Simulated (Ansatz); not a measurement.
The figure comes from a scan of SrO (rock salt): a phonon pattern at L = (0.5, 0.0, 0.0) is frozen into a 4-atom cell, Q being the largest atomic displacement. All values below come from PBE (plane waves to 420 eV, PAW, scalar-relativistic; Ansatz, a first-principles code). k mesh 11×11×11 (Γ-centred), Fermi-Dirac smearing 0.05 eV. SrO was relaxed with its symmetry unable to fall. 

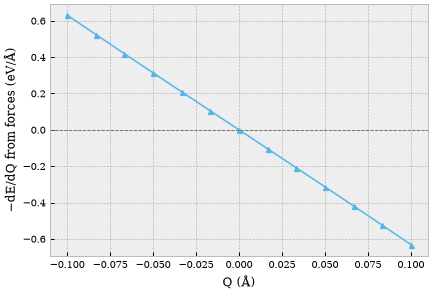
Fig. 1. −dE/dQ from forces (eV/Å) against Q (Å); markers are the computed points, lines only join them.

**Question.** List the plotted points as numbers.

**Answer.** To the nearest 0.02:

| Q (Å) | −dE/dQ from forces (eV/Å) |
|---|---|
| -0.100 | 0.64 |
| -0.083 | 0.52 |
| -0.067 | 0.42 |
| -0.050 | 0.32 |
| -0.033 | 0.20 |
| -0.017 | 0.10 |
| 0.000 | 0.00 |
| 0.017 | -0.10 |
| 0.033 | -0.20 |
| 0.050 | -0.32 |
| 0.067 | -0.42 |
| 0.083 | -0.52 |
| 0.100 | -0.64 |

(For displaced atoms, the force is minus the slope of the energy, and its curvature is a force constant, which sets phonon frequencies.)
